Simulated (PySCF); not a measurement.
# C2H4ClF (1-Chloro-1-Fluoroethane): the cost of one run

Computed with PySCF 2.14.0, with density-fitted response routines of our own, on a single molecule in the gas phase. Atoms count from 0, in the outputs and in this text.

**1. Starting geometry**

8 atoms, charge 0, multiplicity 1; geometry from: GFN2-xTB. The atoms were then displaced at random by about 0.01 Å, so the start is not that level's minimum.

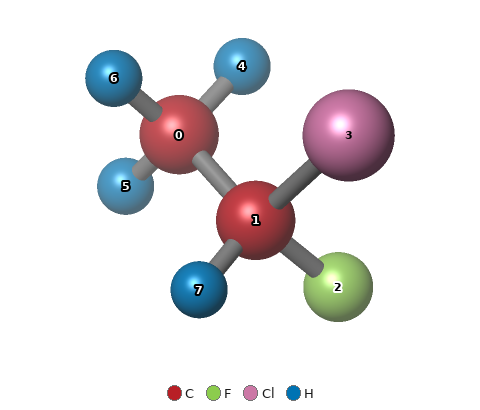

The starting geometry (carbon red, fluorine green, chlorine pink, hydrogen blue), atoms numbered.

**2. Optimising the geometry at PBE0-D3(BJ)/def2-SVP**

What the job is given:

```
{"job": {"xc": "PBE0", "basis": "def2-SVP", "d3": "d3bj", "grid": 1, "shake": 0.01, "kind": "geom"}, "charge": 0, "multiplicity": 1}
C     -0.783720    -0.149810    -0.013500
C      0.691110     0.002980     0.096160
F      1.296490    -0.843750    -0.774500
Cl     1.255800     1.674160    -0.303010
H     -1.121310     0.099210    -1.043330
H     -1.096550    -1.141430     0.217370
H     -1.279270     0.556830     0.673170
H      1.092590    -0.217320     1.095190
```

Command:

```bash
> OMP_NUM_THREADS=1 python probes_run.py task.json out
```

One launch serves the whole session: the jobs run in the order shown.

**Question.** How long does this first job take on 1 thread of Arm Neoverse V1, shared host, and how much memory does it need?

About 14 s, with a peak of 0.33 GiB.
